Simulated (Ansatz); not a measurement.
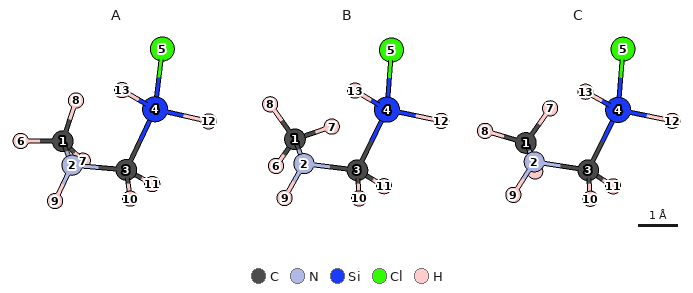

3 geometries from a converged minimum-energy path of C2H8ClNSi, shuffled. Style: ball-and-stick. Shown from a free direction.

The calculation used RKS PBE-D4/def2-SVP (Ansatz). Set-up: 5 movable images; climbing image; force threshold 0.05 eV/Å; iteration limit 60; starting path through a guess of the saddle point.

Which frame is the transition state?

Answer. B. In order along the path, whose images run from 0 to 6: C (image 1, +0.017 eV), B (image 3, +0.129 eV), A (image 6, 0.000 eV). The motion is a rotation about the C1–N2 bond by about 120°. No bond forms or breaks between the ends. Bond angles that change up to the highest image, for instance: N2–C1–H8 109.7° → 112.3°, C1–N2–C3 114.6° → 116.8°.

Cost: 2.1 min on 2 threads of Arm Neoverse V2 (shared host), peak memory 0.16 GiB.
